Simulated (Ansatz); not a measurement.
**Pressure series in In2S3**

Start from In2S3 in the corundum structure (space group R-3c, No. 167; a = 6.5736 Å, c = 17.6080 Å (hexagonal axes); a cell from a computed database, its experimental status unchecked).

Cell and atoms are relaxed at each pressure.

Calculations: PBEsol (Ansatz, an electronic-structure program), no spin-orbit coupling.

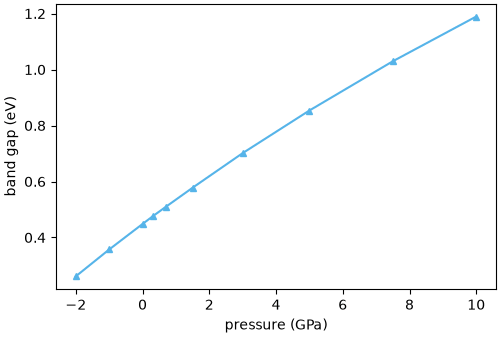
Figure: Band gap against pressure

### Question
From the plot, what is the band gap for pressure 3 GPa?

### Answer
About 0.70 eV.

### Question
Is the trend monotonic over the range shown?

### Answer
Yes, it rises throughout, spanning 0.26 eV to 1.19 eV.

Load acts through the strain it causes; cell and atoms are relaxed under it. Whether these cells are dynamically stable was not tested. No other phases were tried under pressure. A zero or small gap of In2S3 under pressure −2 GPa can be the functional's error rather than a property of the material.
